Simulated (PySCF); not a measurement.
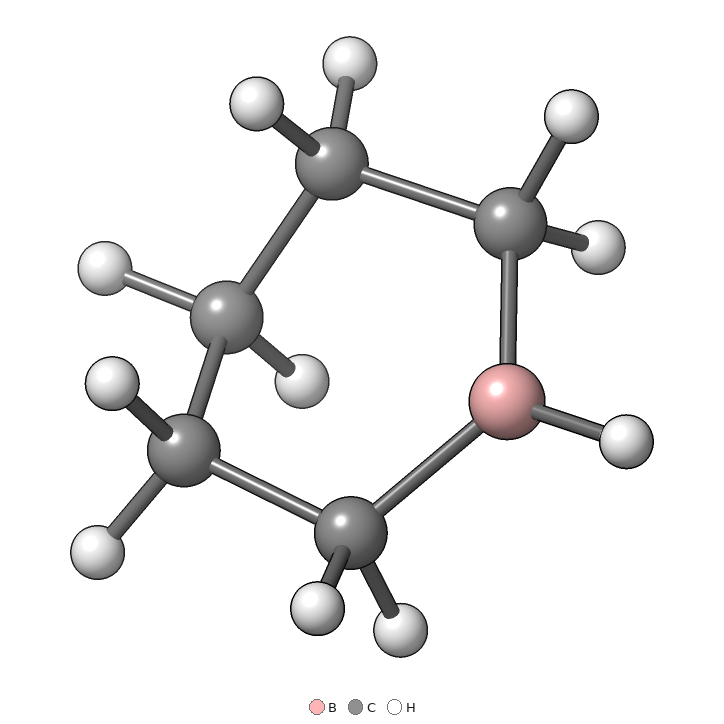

A ball-and-stick model of a molecule. Every bond is drawn as one stick, whatever its order.

The geometry was computed by an optimisation with GFN2-xTB. No frequency run is at hand to confirm it as a minimum.

**Which formula does it have?**

C5H11B, 17 atoms: 5 carbon, 11 hydrogen and 1 boron.

**Which point group does it belong to?**

Cs.

More results for the same structure follow; atom numbers are the same in all pictures, views and colours differ.

### Electronic properties

No frequency run is at hand to confirm it as a minimum. Properties computed with B3LYP/pcJ-1, gas phase (PySCF 2.14.0).

Predict the main results.

- dipole moment: 0.38 D
- HOMO energy (Kohn–Sham orbital): −7.70 eV
- LUMO energy (Kohn–Sham orbital): −0.99 eV
- HOMO–LUMO gap: 6.71 eV

### Quadrupole coupling

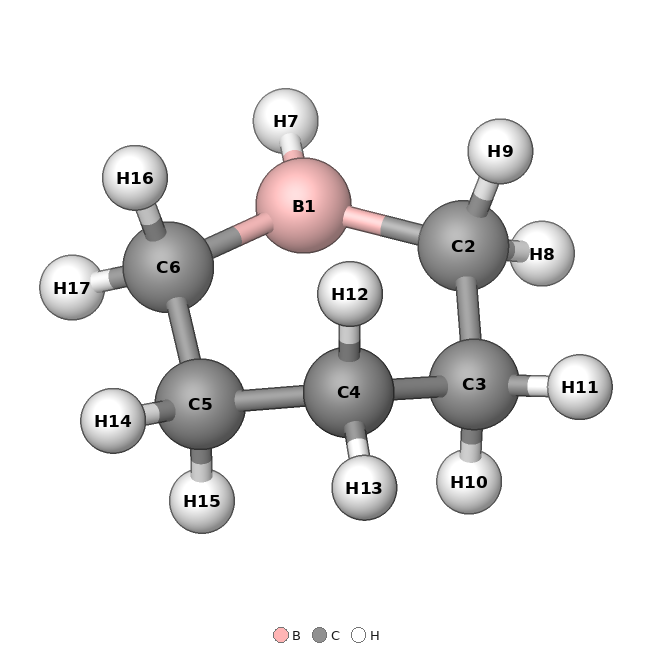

No frequency run is at hand to confirm it as a minimum. Electric field gradients from the ground-state density, B3LYP/pcJ-1 (PySCF 2.14.0), non-relativistic apart from any core potentials.

Give the largest field-gradient component, the quadrupole coupling constant and the asymmetry for 11B at B1 (Q = 40.59 mb).

| atom | V_zz (a.u.) | e²qQ/h (MHz) | η |
| --- | --- | --- | --- |
| B1 | 0.603 | 5.75 | 0.03 |

### Spin–spin coupling

No frequency run is at hand to confirm it as a minimum. Method: B3LYP/pcJ-1 indirect spin-spin coupling, non-relativistic, gas phase (PySCF 2.14.0). Isotopes: 11B, 13C, 1H.

Give the spin–spin coupling constants of these pairs, with the number of bonds between them: B1/H7, B1/C2, B1/C3, B1/H8, B1/H17, B1/H11, B1/H14, B1/C4, B1/H15, B1/H10.

```json
{"pair": "B1, H7", "bonds apart": "1", "J (Hz)": "128.6"}
{"pair": "B1, C2", "bonds apart": "1", "J (Hz)": "47.8"}
{"pair": "B1, C3", "bonds apart": "2", "J (Hz)": "−1.9"}
{"pair": "B1, H8", "bonds apart": "2", "J (Hz)": "−4.3"}
{"pair": "B1, H17", "bonds apart": "2", "J (Hz)": "−4.3"}
{"pair": "B1, H11", "bonds apart": "3", "J (Hz)": "6.9"}
{"pair": "B1, H14", "bonds apart": "3", "J (Hz)": "6.9"}
{"pair": "B1, C4", "bonds apart": "3", "J (Hz)": "5.2"}
{"pair": "B1, H15", "bonds apart": "3", "J (Hz)": "0.6"}
{"pair": "B1, H10", "bonds apart": "3", "J (Hz)": "0.6"}
```

The geometry is semi-empirical. Around B such bond lengths and angles can be off by a tenth of an ångström or more and by several degrees, and values that hang on the shape move with them.
